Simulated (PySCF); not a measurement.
# C7H7NO2: the cost of one run

Programs: PySCF 2.14.0, with routines of our own; each step states its level. All values are computed. Atoms count from 0.

## 1. The system as given

17 atoms, charge 0, multiplicity 1; geometry from: GFN2-xTB.

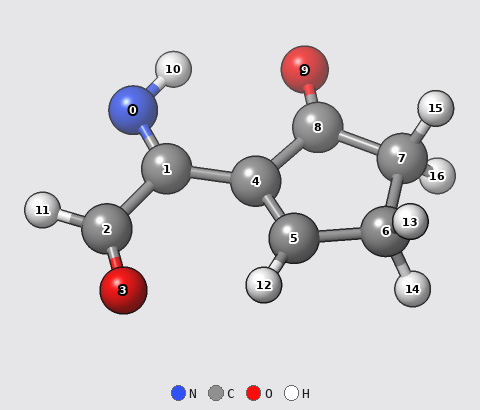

The starting geometry (nitrogen blue, carbon grey, oxygen red, hydrogen white).

## 2. Excited states: TDA CAM-B3LYP/def2-SVP

Job settings and geometry (Å):

```
{"job": {"kind": "states", "xc": "CAM-B3LYP", "basis": "def2-SVP", "tda": true, "soc": true, "nstates": 6, "ntriplets": 4, "nquad": 4}, "charge": 0, "multiplicity": 1}
N      2.242642     1.386115     0.769987
C      1.720503     0.469419     0.066479
C      2.696647    -0.284095    -0.780872
O      2.453976    -1.217303    -1.496657
C      0.299227     0.110597     0.033335
C     -0.318591    -0.780564    -0.762197
C     -1.781611    -0.869098    -0.510499
C     -2.042422     0.134305     0.612847
C     -0.692254     0.749210     0.931556
O     -0.482115     1.601282     1.761381
H      1.588873     1.897555     1.363066
H      3.715792     0.124181    -0.667306
H      0.162866    -1.382510    -1.513422
H     -2.335636    -0.629916    -1.420947
H     -2.055505    -1.889117    -0.232130
H     -2.735255     0.924530     0.323171
H     -2.444134    -0.332560     1.512299
```

With the program's defaults for keys left out, this is: TDA CAM-B3LYP/def2-SVP excited states, vertical, gas phase, spin-orbit mean-field couplings.

On the command line:

```bash
> OMP_NUM_THREADS=1 python excited_run.py task.json out
```

This one command runs all jobs of the session in turn.

Q: Estimate the wall time and peak memory of this first job on 1 thread of AMD EPYC 7R43, shared host.

About 47 s, with a peak of 0.87 GiB.
